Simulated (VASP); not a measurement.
Band structure of Ti (space group P6_3/mmc). Level of theory: PBE GGA, VASP's PBE PAW potentials (set 64) (plane waves; VASP 6.6.1).

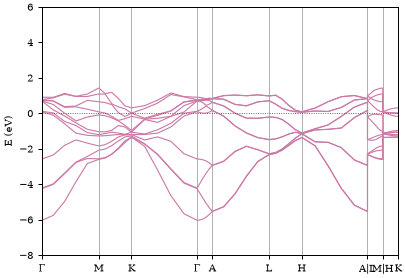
Fig. 1. Bands along high-symmetry lines, zero at the valence-band maximum or, without a gap, the Fermi level

Q: Read the plot: is there a gap, and where are the band edges?

A: It has no gap at this level: it comes out as a metal or semimetal.

The structure was generated: Ti was put into an ordered model structure, which need not be its known phase. The cell was not relaxed at this level. VASP warned that the highest band is occupied, so more bands are needed.
